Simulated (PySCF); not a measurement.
```tsv
atom	x (Å)	y (Å)	z (Å)
O	1.4822	0.5873	-1.9798
Si	0.8301	-0.5863	-1.0747
O	1.9704	-1.0624	-0.0184
C	-0.6899	0.1666	-0.2132
Si	-0.2521	1.6588	0.8935
C	-1.4178	-0.9073	0.5726
F	-0.5786	-1.4802	1.5132
H	2.4165	0.5545	-2.1636
H	0.4379	-1.7204	-1.9162
H	1.7111	-1.5673	0.7483
H	-1.3849	0.5083	-0.9816
H	-1.4950	2.0831	1.5552
H	0.2661	2.7465	0.0675
H	0.7191	1.2732	1.9186
H	-1.7510	-1.7331	-0.0661
H	-2.2717	-0.5125	1.1332
```

Geometry: GFN2-xTB.

Method: CAM-B3LYP/def2-SVPD, SCF density, gas phase (PySCF 2.14.0).

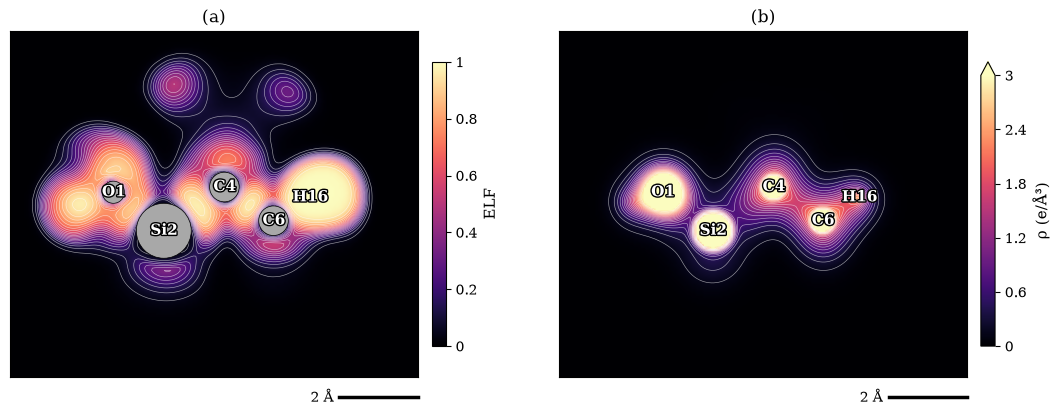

C2H9FO2Si2 (SMILES O[SiH](O)[C@H]([SiH3])CF). (a) electron localisation function; (b) total electron density on the plane of atoms Si2, C4 and C6. Grey discs cover the atomic cores in the ELF map.

> What does the map show?

- Atoms in the plane: O, Si, C and H.
- C–C (1.52 Å): the density is about 1.7 e/Å³ at the midpoint; the ELF peaks at about 0.95 between the atoms (a shared electron pair).
- Si–O (1.62 Å): ρ at the midpoint is about 1.2 e/Å³; the ELF peaks at about 0.90 between the atoms (a short, strongly polar bond).
- C–Si (1.90 Å): ρ is about 0.95 e/Å³ halfway; the ELF peaks at about 0.95 between the atoms; a shared electron pair.
- C–H (1.10 Å): ρ at the midpoint is about 2 e/Å³; the ELF climbs to about 1 towards the hydrogen, as it does in any bond to H; a covalent bond by its length.
- The ELF also peaks beside O1, away from the bonds: lone-pair regions.
